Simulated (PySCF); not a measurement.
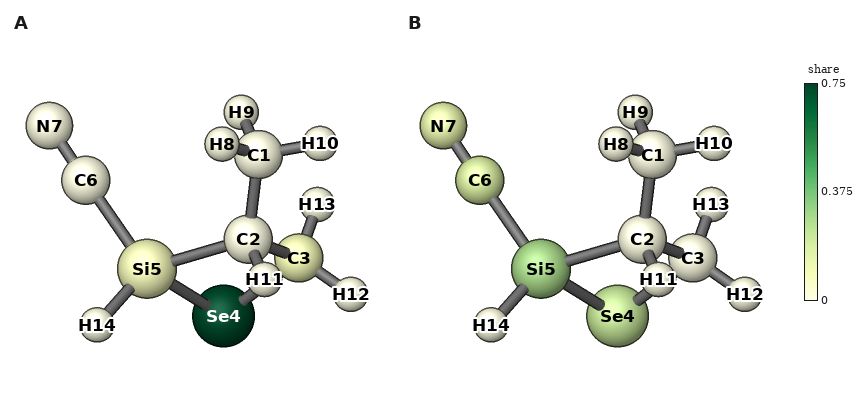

Each panel colours the atoms by their Löwdin share in one orbital (up to four of the largest shares; other atoms are shown as zero). Computed geometry: GFN2-xTB optimisation. No frequency run is at hand to confirm it as a minimum. Computed with CAM-B3LYP/def2-SVPD (PySCF 2.14.0).

The panels show the HOMO, LUMO, in some order. Which is which?

Answer. A: HOMO, −8.23 eV; Se4 0.74, C3 0.10, Si5 0.09
B: LUMO, −0.44 eV; Si5 0.28, Se4 0.22, C6 0.17, N7 0.13

The geometry is semi-empirical. Around Se, Si such bond lengths and angles can be off by a tenth of an ångström or more and by several degrees, and values that hang on the shape move with them.
